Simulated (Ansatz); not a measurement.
```yaml
atoms:
  - { symbol: B, position_ang: [-0.5742, -0.4395, -0.2492] }
  - { symbol: N, position_ang: [-0.0614, 0.8998, -0.5003] }
  - { symbol: O, position_ang: [-0.8912, -1.2073, -1.3288] }
  - { symbol: O, position_ang: [-0.6866, -0.9450, 1.0118] }
  - { symbol: H, position_ang: [1.4625, 0.7972, 0.3506] }
  - { symbol: Br, position_ang: [2.4389, 0.6258, 1.4693] }
  - { symbol: H, position_ang: [-0.0496, 1.2049, -1.4708] }
  - { symbol: H, position_ang: [-0.3763, 1.6498, 0.1095] }
  - { symbol: H, position_ang: [-1.0873, -2.1179, -1.0726] }
  - { symbol: H, position_ang: [-0.1747, -0.4679, 1.6805] }
```

Computed with RKS B3LYP-D4/def2-SVP (Ansatz).

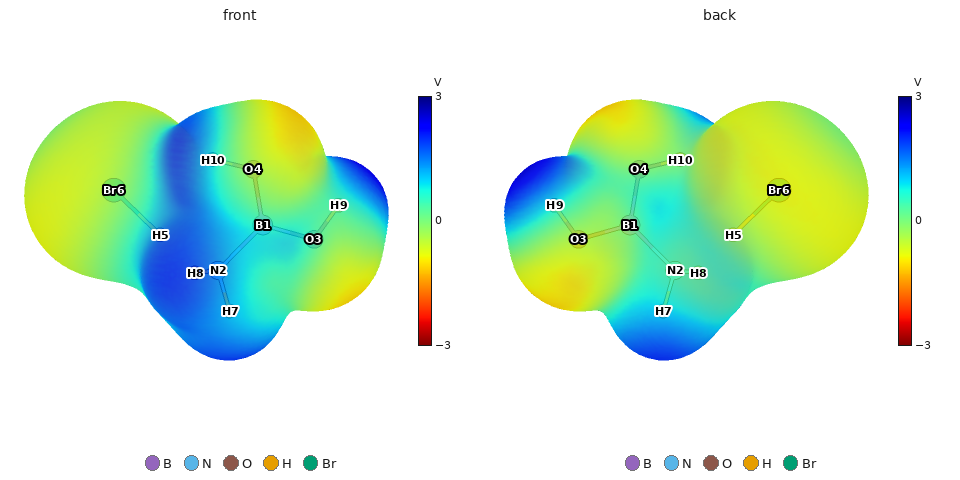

BH4NO2···HBr. The molecular electrostatic potential painted on the density surface at 0.002 e/bohr³, seen from the front and from behind; red is negative and blue positive.

> Which sites attract a positive test charge, and which a negative one?

A positive charge is drawn to the negative regions and a negative charge to the positive ones. The most negative region (about −1.1 V) lies over O3 and O4, the most positive (about +2.4 V) over H9.
